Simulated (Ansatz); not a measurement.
**ZnCu2SnS4 (I-4): spin-orbit coupling beyond the local functionals**

How far does spin-orbit coupling move the gap of ZnCu2SnS4 (I-4)?

Calculated with Ansatz 0.2.0; density functionals with and without spin-orbit coupling, plane waves, PAW.

**What was measured.**

- Gap 1.5 eV: direct optical gap from Tauc plot; UV-Vis diffuse reflectance, Kubelka-Munk and Tauc analysis; film (“Impact of excess and disordered Sn sites on Cu2ZnSnS4 absorber material and device performance: A 119Sn Mossbauer Study”, 2018, arxiv:1808.01870).

## 1. Starting point

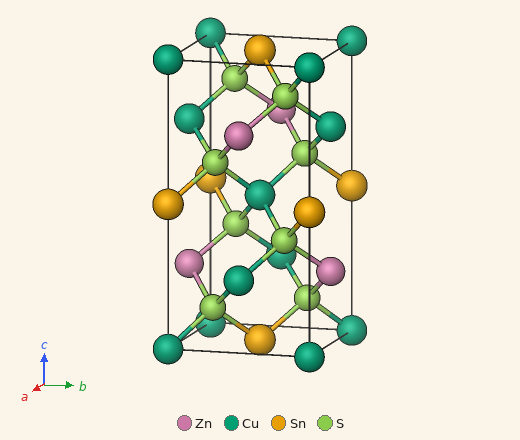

The cell as given, slightly off an axis (zinc pink, copper teal, tin orange, sulfur green). This picture shows the conventional cell, with its axes. Bonds to atoms that aren't drawn are left out. Some periodic images of atoms are drawn too.

Structure file:

```cif
data_structure
_symmetry_space_group_name_H-M 'I-4'
_symmetry_Int_Tables_number 82
_cell_length_a 5.4342
_cell_length_b 5.4342
_cell_length_c 10.8496
_cell_angle_alpha 90.000
_cell_angle_beta 90.000
_cell_angle_gamma 90.000
_cell_volume 320.39
loop_
_atom_site_label
_atom_site_type_symbol
_atom_site_symmetry_multiplicity
_atom_site_Wyckoff_symbol
_atom_site_fract_x
_atom_site_fract_y
_atom_site_fract_z
_atom_site_occupancy
Zn1 Zn 2 d 0.50000 0.00000 0.25000 1
Cu1 Cu 2 a 0.00000 0.00000 0.00000 1
Cu2 Cu 2 c 0.00000 0.50000 0.25000 1
Sn1 Sn 2 b 0.50000 0.50000 0.00000 1
S1 S 8 g 0.75620 0.24340 0.12821 1
```

The cell and positions come from the Crystallography Open Database and are kept as given unless a step says otherwise.

## 2. HSE06, 4×4×4 mesh

This step: DFT, HSE06, plane waves, PAW; PAW set soft_1.

input.yaml reads:

```yaml
crystal:
  lattice:
    - [-2.7171, 2.7171, 5.4248]
    - [2.7171, -2.7171, 5.4248]
    - [2.7171, 2.7171, -5.4248]
  atoms:
    - { symbol: Zn, position: [0.25, 0.75, 0.5] }
    - { symbol: Cu, position: [0.0, 0.0, 0.0] }
    - { symbol: Cu, position: [0.75, 0.25, 0.5] }
    - { symbol: Sn, position: [0.5, 0.5, 0.0] }
    - { symbol: S, position: [0.37161, 0.88441, 0.9996] }
    - { symbol: S, position: [0.11559, 0.11519, 0.4872] }
    - { symbol: S, position: [0.88481, 0.37201, 0.0004] }
    - { symbol: S, position: [0.62799, 0.62839, 0.5128] }
kpoints:
  mp_grid: { grid: [4, 4, 4] }
  band_path:
    path:
      - [0.0, 0.0, 0.0]
      - [0.0, 0.0, 0.5]
      - [0.25, 0.25, 0.25]
      - [0.0, 0.5, 0.0]
      - [0.5, 0.5, -0.5]
      - [0.31271679, 0.68728321, -0.31271679]
      - [-0.31271679, 0.31271679, 0.31271679]
      - [-0.12543357, 0.12543357, 0.5]
    npoints: 1
hamiltonian:
  xc: hse06
  pseudopotentials: { kind: paw, azcp: { folder: soft_1 } }
scf:
  occupations: { method: fixed }
  n_extra_bands: 6
output:
  eigenvalues: true
```

Started as:

```bash
$ ansatz run input.yaml --threads 3 --pin off --max-ram 92160MiB --backend cuda --events-out ev --progress --plain --runs-dir out --devices 1 --max-vram 13GiB
```

Numbers of over 12 decimals in the logs are rounded to 6 here.

What it wrote:

```text
scf.n_extra_bands = 6 over 44 filled bands (N_el = 88.0): the run solves 50 bands
GPUs: using 1 of 1 available (devices: 1).
Engine: ansatz 0.2.0, x86_64-unknown-linux-gnu
Pseudopotentials: kind: paw
Pseudopotential: Zn, paw, valence charge 12, recommended cutoff 420 eV (normal), soft_1/Zn.paw.azcp
Pseudopotential: Cu, paw, valence charge 19, recommended cutoff 420 eV (normal), soft_1/Cu.paw.azcp
Pseudopotential: Sn, paw, valence charge 14, recommended cutoff 420 eV (normal), soft_1/Sn.paw.azcp
Pseudopotential: S, paw, valence charge 6, recommended cutoff 420 eV (normal), soft_1/S.paw.azcp
Functional definition: HSE06
  parameter a = 0.25
  parameter omega = 0.11/bohr
  exchange = pbe_x - a*pbe_x_sr(omega) + a*exact_x_sr(omega)
  correlation = pbe_c
davidson cushion auto → on  (no smearing: the cushion is to keep the highest requested band from converging to the state above it; pin scf.eigensolver.cushion to override)
device memory: the entry about to start is reckoned to put 3.5 GiB on a device that reports 35.7 GiB free (of which the cap on the GPU budget leaves the run 13.0 GiB)
GPU FFT provider: cuFFT
GPU libraries: cuBLAS 13.8.2, cuFFT 12.4.0, cuSOLVER 12.3.4
Crystal: 8 atoms, lattice volume = 160.197 Å³
Basis set: ecut = 420 eV, 3083 PW (Γ)
Bands: 50, of which v1, the nominal top of the filled ones, is band 44 counted from 1 (43 counted from 0)
Symmetry: 4 space group operations
Space group: I-4 (ITA 82), of the structure as read, at distance tolerance 5.4e-5 Å
k-points: 14 of 64 (time reversal used)
Non-local potential: Zn, projectors of the file, l = 0: 2, l = 1: 2, l = 2: 3, l = 3: 1
Non-local potential: Cu, projectors of the file, l = 0: 3, l = 1: 2, l = 2: 3, l = 3: 1
Non-local potential: Sn, projectors of the file, l = 0: 2, l = 1: 2, l = 2: 2, l = 3: 1
Non-local potential: S, projectors of the file, l = 0: 2, l = 1: 2, l = 2: 1
PAW form: soft (Blöchl's): semilocal exchange-correlation on the pseudo side does not see the compensation charge
PAW frozen core: Zn, regenerated for the run's functional, and the local potential with it (the file was generated under x = pbe(κ = 0.804, μ = 0.219515), c = pbe(β = 0.066725))
PAW frozen core: Cu, regenerated for the run's functional, and the local potential with it (the file was generated under x = pbe(κ = 0.804, μ = 0.219515), c = pbe(β = 0.066725))
PAW frozen core: Sn, regenerated for the run's functional, and the local potential with it (the file was generated under x = pbe(κ = 0.804, μ = 0.219515), c = pbe(β = 0.066725))
PAW frozen core: S, regenerated for the run's functional, and the local potential with it (the file was generated under x = pbe(κ = 0.804, μ = 0.219515), c = pbe(β = 0.066725))
PAW one-centre angular grid: Zn, 590 points (default); XC on 64 Gauss nodes
[...]
Frozen-core exchange: fock
SCF iter   1: F=—  HF=-26210.512961 eV  |F-HF|=—  |Δ(HF+E_count)|=         —  Δρ=1.40e-4  dr2=2.25e-5  ethr=1.74e-6  ⟨swp⟩=3.4  Hψ=1663  notcnv=0
preconditioner: auto → none  [insulator: Δε(μ)=1.478 eV  Ē_g=12.645 eV  n_scr=36 (ndim 8)  ℏωp=24.9 eV  f_vac=0.046]
SCF iter   2: F=—  HF=-26210.512968 eV  |F-HF|=—  |Δ(HF+E_count)|=   6.97e-6  Δρ=1.90e-4  dr2=4.26e-5  ethr=2.20e-8  ⟨swp⟩=4.6  Hψ=2303  notcnv=0
SCF iter   3: F=—  HF=-26210.512960 eV  |F-HF|=—  |Δ(HF+E_count)|=   7.41e-6  Δρ=5.61e-5  dr2=4.81e-6  ethr=2.20e-8  ⟨swp⟩=3.9  Hψ=1955  notcnv=0
SCF iter   4: F=—  HF=-26210.512965 eV  |F-HF|=—  |Δ(HF+E_count)|=   4.43e-6  Δρ=1.90e-5  dr2=6.22e-7  ethr=4.67e-9  ⟨swp⟩=5.3  Hψ=1923  notcnv=0  defer=3
iter 5 solved again at ethr=4.10e-11 eV; its pass at ethr=5.81e-10 eV (dr2=3.60e-8 eV) is discarded
SCF iter   5: F=-26210.512965 eV  HF=-26210.512965 eV  |F-HF|=3.70e-8  |Δ(HF+E_count)|=   1.09e-7  Δρ=5.21e-6  dr2=6.19e-8  ethr=4.10e-11  ⟨swp⟩=3.4  Hψ=3427  notcnv=0
SCF 3 converged in 5 iterations: F = -26210.512965 eV  dr2 = 6.19e-8
hybrid outer 2: dexx = +4.876e-6 eV, tail = 3.09e-7 eV, Δε = 6.01e-3 eV (about 2.45e-4 eV left of the loop's levels)
the search or the solves at the SCF's close seem to have found levels that the self-consistency loop had missed (the run counts 1). By its estimate they hold under 1e-12 electrons; where the run keeps them, the occupations were computed again with them
device memory: the entry about to start is reckoned to put 1.3 GiB on a device that reports 53.3 GiB free (of which the cap on the GPU budget leaves the run 13.0 GiB)
NSCF: frozen V_eff on 8 k-points
hybrid SCF converged: 2 outer / 14 inner (+10 warm-up), last move |dexx| = 4.88e-6 eV, tail = 3.09e-7 eV
Stability not checked: this state was not tested for a lower state beside it, because the functional holds exact exchange (a hybrid, or Hartree-Fock), whose exchange loop this test does not read (fock_operator; see scf.lower_state_search)
Free energy (F): -26210.512964 eV
Frozen-core exchange: fock
Harris-Foulkes:  -26210.512964 eV  (|F-HF|=3.70e-8)
Internal energy: -26210.512964 eV  (E = F + TS)
E sigma→0 (E₀):  -26210.512964 eV
Fermi energy:    7.169637 eV
--- Per-component energies (eV) ---
  E_band       = -1290.728530
  E_kinetic    = 1256.562220
  E_local      = -16330.049578  (includes V_loc(G=0)·N_el)
  E_nonlocal   = 2927.197898
  E_hartree    = 7023.932677
  E_xc         = -558.260619
  E_vxc        = -510.095719  (∫ρ·V_xc dr)
  E_exx        = -342.610749  (= α·E_x^exact, valence–valence)
  E_paw        = -12162.905870  (= ΣΔE_a)
  E_vpaw       = -1996.961309  (= ΣTr[D̂ρ^β])
  E_aug_tail   = 0.002054  (compensation charges beyond the density's cutoff)
  E_ewald      = -8024.456617
  E_core_change = 0.075621  (= ΣΔE_core)
  E_smearing   = -0.000000  (= −TS)
  E_closure    = 0.000000  (closes the sum)
  Σ components = -26210.512964   (vs F -26210.512964, Δ=0.00e0)
--- Band table (eV; the first three rows and the last of 14) ---
  k-point 0: bands = [... 40 lower, 5.4212, 7.1064, 7.1064, 7.1696, 8.6486, 10.2564, 11.3628, 12.1819, ... 2 higher]
  k-point 1: bands = [... 40 lower, 5.7958, 5.9135, 6.5165, 6.9443, 9.6689, 11.3088, 11.7579, 12.0146, ... 2 higher]
  k-point 2: bands = [... 40 lower, 6.2690, 6.3767, 6.5883, 6.6858, 9.1534, 10.8158, 11.6497, 12.6103, ... 2 higher]
  k-point 13: bands = [... 40 lower, 5.9018, 5.9018, 6.1767, 6.1767, 9.7721, 10.2868, 10.2868, 10.7737, ... 2 higher]
```

It took 58 s on 1 × NVIDIA H100 80GB HBM3 (shared by 6 runs) with 3 threads of AMD EPYC 7R13 (Zen 3), shared host; peak memory 1.5 GiB.

Numbers from this step:

| Quantity | Value |
| --- | --- |
| gap | 1.479 eV |
| valence top at | Γ |
| conduction bottom at | Γ |
| least direct gap | 1.479 eV |
| exact-exchange fraction | 0.25 |

The gap is direct, at Γ.

## 3. HSE06+SOC, 4×4×4 mesh

The many-body steps leave out spin-orbit coupling, so its effect is taken from a two-component run, with twice the bands.

This step: DFT, HSE06 with spin-orbit coupling, plane waves, PAW; PAW set soft_1.

input.yaml, as its differences from that of step 2:

```diff
@@ -29,6 +29,9 @@
   xc: hse06
-  pseudopotentials: { kind: paw, azcp: { folder: soft_1 } }
+  pseudopotentials: { kind: paw_fr, azcp: { folder: soft_1 } }
 scf:
-  occupations: { method: fixed }
-  n_extra_bands: 6
+  occupations: { method: fermi_dirac, width: 0.02 }
+  n_extra_bands: 12
+magnetization:
+  noncollinear: true
+  spin_orbit: true
 output:
```

What it wrote:

```text
[...]
GPUs: using 1 of 1 available (devices: 1).
[...]
non-collinear run that drives no moment, with spin-orbit: no starting moment large enough to seed its density (crystal.atoms[].spin), no starting occupations that ask for one, no magnetisation constraint and no magnetic field, so the semilocal B_xc is pinned to zero
[...]
GPU FFT provider: cuFFT
GPU libraries: cuBLAS 13.8.2, cuFFT 12.4.0, cuSOLVER 12.3.4
Crystal: 8 atoms, lattice volume = 160.197 Å³
Basis set: ecut = 420 eV, 3083 PW (Γ)
Bands: 100, of which v1, the nominal top of the filled ones, is band 88 counted from 1 (87 counted from 0)
Symmetry: 4 space group operations + 4 with time reversal
[...]
k-points: 14 of 64 (time reversal used)
Projection manifold: j_resolved (fully-relativistic pseudo-atomic orbitals)
[...]
GPU buffer pool allocated for 91125 grid points (all kernels)
[...]
SCF iter   1: F=—  HF=-26208.696188 eV  |F-HF|=—  |Δ(HF+E_count)|=         —  Δρ=3.92e-2  dr2=1.98e0  dr2_m=0.00e0 (ungated)  ethr=1.00e-1  |M|=0.00e0 ∫|m|=0.00e0 μB  |m|>n=0.0e0 m-floor=0.0e0 τ_xc=0.0e0  β_m=0.30  ⟨swp⟩=5.2  Hψ=4988  notcnv=0
[...]
SCF iter   9: F=-26208.517152 eV  HF=-26208.517153 eV  |F-HF|=7.93e-7  |Δ(HF+E_count)|=   7.01e-6  Δρ=6.46e-5  dr2=4.12e-6  dr2_m=0.00e0 (ungated)  ethr=7.08e-8  |M|=0.00e0 ∫|m|=0.00e0 μB  |m|>n=0.0e0 m-floor=0.0e0 τ_xc=0.0e0  ⟨swp⟩=3.0  Hψ=2920  notcnv=0
SCF 1 stopped early in 9 iterations: F = -26208.517152 eV  dr2 = 4.12e-6
[...]
GPU FFT provider: cuFFT
GPU libraries: cuBLAS 13.8.2, cuFFT 12.4.0, cuSOLVER 12.3.4
Projection manifold: j_resolved (fully-relativistic pseudo-atomic orbitals)
[...]
GPU buffer pool allocated for 91125 grid points (all kernels)
[...]
Frozen-core exchange: fock
SCF iter   1: F=—  HF=-26207.677672 eV  |F-HF|=—  |Δ(HF+E_count)|=         —  Δρ=3.57e-2  dr2=1.47e0  dr2_m=0.00e0 (ungated)  ethr=4.69e-8  |M|=0.00e0 ∫|m|=0.00e0 μB  |m|>n=0.0e0 m-floor=0.0e0 τ_xc=0.0e0  β_m=0.30  ⟨swp⟩=11.6  Hψ=9671  notcnv=0
[...]
SCF iter   9: F=-26207.429751 eV  HF=-26207.429775 eV  |F-HF|=2.37e-5  |Δ(HF+E_count)|=   7.15e-5  Δρ=1.42e-4  dr2=3.30e-5  dr2_m=0.00e0 (ungated)  ethr=4.69e-8  |M|=0.00e0 ∫|m|=0.00e0 μB  |m|>n=0.0e0 m-floor=0.0e0 τ_xc=0.0e0  ⟨swp⟩=4.0  Hψ=4080  notcnv=0
SCF 2 stopped early in 9 iterations: F = -26207.429751 eV  dr2 = 3.30e-5
[...]
hybrid outer 1: dexx = +6.055e-2 eV, tail = 3.55e-4 eV
GPU FFT provider: cuFFT
GPU libraries: cuBLAS 13.8.2, cuFFT 12.4.0, cuSOLVER 12.3.4
Projection manifold: j_resolved (fully-relativistic pseudo-atomic orbitals)
GPU buffer pool allocated for 91125 grid points (all kernels)
[...]
Frozen-core exchange: fock
SCF iter   1: F=—  HF=-26207.427516 eV  |F-HF|=—  |Δ(HF+E_count)|=         —  Δρ=9.02e-5  dr2=7.84e-6  dr2_m=0.00e0 (ungated)  ethr=2.02e-6  |M|=0.00e0 ∫|m|=0.00e0 μB  |m|>n=0.0e0 m-floor=0.0e0 τ_xc=0.0e0  β_m=0.30  ⟨swp⟩=6.6  Hψ=3244  notcnv=0
[...]
SCF iter   5: F=-26207.427524 eV  HF=-26207.427524 eV  |F-HF|=3.35e-9  |Δ(HF+E_count)|=   2.09e-8  Δρ=2.19e-6  dr2=4.03e-8  dr2_m=0.00e0 (ungated)  ethr=5.78e-12 (applied; sched 5.16e-12)  |M|=0.00e0 ∫|m|=0.00e0 μB  |m|>n=0.0e0 m-floor=0.0e0 τ_xc=0.0e0  ⟨swp⟩=3.1  Hψ=6642  notcnv=0
SCF 3 converged in 5 iterations: F = -26207.427524 eV  dr2 = 4.03e-8
[...]
NSCF: frozen V_eff on 8 k-points
[...]
Magnetization: |M| = 0.0000 μB,  M = (+0.0000, +0.0000, +0.0000) μB
Absolute magnetization: 0.0000 μB (∫|m|)
  site 0: m = (+0.0000, +0.0000, +0.0000) μB, |m| = 0.0000 μB  (R = 0.96 Å)
  site 1: m = (+0.0000, +0.0000, +0.0000) μB, |m| = 0.0000 μB  (R = 0.96 Å)
  site 2: m = (+0.0000, +0.0000, +0.0000) μB, |m| = 0.0000 μB  (R = 0.96 Å)
  site 3: m = (+0.0000, +0.0000, +0.0000) μB, |m| = 0.0000 μB  (R = 0.99 Å)
  site 4: m = (+0.0000, +0.0000, +0.0000) μB, |m| = 0.0000 μB  (R = 0.96 Å)
  site 5: m = (+0.0000, +0.0000, +0.0000) μB, |m| = 0.0000 μB  (R = 0.96 Å)
  site 6: m = (+0.0000, +0.0000, +0.0000) μB, |m| = 0.0000 μB  (R = 0.96 Å)
  site 7: m = (+0.0000, +0.0000, +0.0000) μB, |m| = 0.0000 μB  (R = 0.96 Å)
Free energy (F): -26207.427524 eV
Frozen-core exchange: fock
[...]
Internal energy: -26207.427524 eV  (E = F + TS)
E sigma→0 (E₀):  -26207.427524 eV
Fermi energy:    7.913374 eV
[...]
--- Band table (eV; the first three rows and the last of 14) ---
  k-point 0: bands = [... 84 lower, 7.1147, 7.1147, 7.1751, 7.1751, 8.6502, 8.6502, 10.2505, 10.2505, ... 8 higher]
  k-point 1: bands = [... 84 lower, 6.5137, 6.5325, 6.9361, 6.9613, 9.6655, 9.6751, 11.2808, 11.3189, ... 8 higher]
  k-point 2: bands = [... 84 lower, 6.5922, 6.5922, 6.6964, 6.6964, 9.1563, 9.1563, 10.8083, 10.8083, ... 8 higher]
  k-point 13: bands = [... 84 lower, 6.1870, 6.1870, 6.1889, 6.1889, 9.7753, 9.7753, 10.2391, 10.2391, ... 8 higher]
```

Elapsed: 2.7 min, on 1 × NVIDIA H100 80GB HBM3 (shared by 6 runs) with 3 threads; peak memory 3.3 GiB.

This step gave:

* gap: 1.475 eV
* valence top at: Γ
* conduction bottom at: Γ
* least direct gap: 1.475 eV
* exact-exchange fraction: 0.25

The gap is that of HSE06.

## 4. Together

Times are wall times on 1 × NVIDIA H100 80GB HBM3 (shared by 6 runs) with 3 threads of AMD EPYC 7R13 (Zen 3), shared host, good to a factor of about two.

| level | gap (eV) | with coupling (eV) | change (eV) | time | with coupling |
| --- | --- | --- | --- | --- | --- |
| HSE06 | 1.48 | 1.48 | −0.004 | 58 s | 2.7 min |

## 5. Outcome

| Quantity | Value |
| --- | --- |
| HSE06 | 1.48 eV |
| HSE06+SOC | 1.48 eV |

What this shows: Spin-orbit coupling changes the gap by −0.004 eV and the least direct gap by −0.004 eV. Against experiment, by HSE06+SOC: the direct gap of 1.48 eV lies −0.02 eV from the measured 1.5 eV (direct, 2018). An exciton line or allowed optical edge lies below the quasiparticle gap by the binding energy; a forbidden edge can push the onset above it. The lattice is static and excitons are left out. The runs have no spin polarisation. For a closed low-spin shell that is the natural state; where a d or f shell is open it is a constraint, and the gap is then not the crystal's own.

[Paths, hosts, dates, memory and timing lines, banners, echoed tables and standing remarks are left out of the program output.]

[Logs are printed without paths, hosts, clocks, repeated set-up lines and the standing remarks that a program may print on its own settings, such as how far it seeks lower states.]

[Runs of the session that timed out or met a known fault of the program may be left out.]

[Cells called generated may have been cut or substituted from an entry of the Crystallography Open Database or the Materials Project.]

[Hosts, paths, dates, database ids (printed as entryN), source tags and the programs' standing remarks are cut or masked in the printed files.]
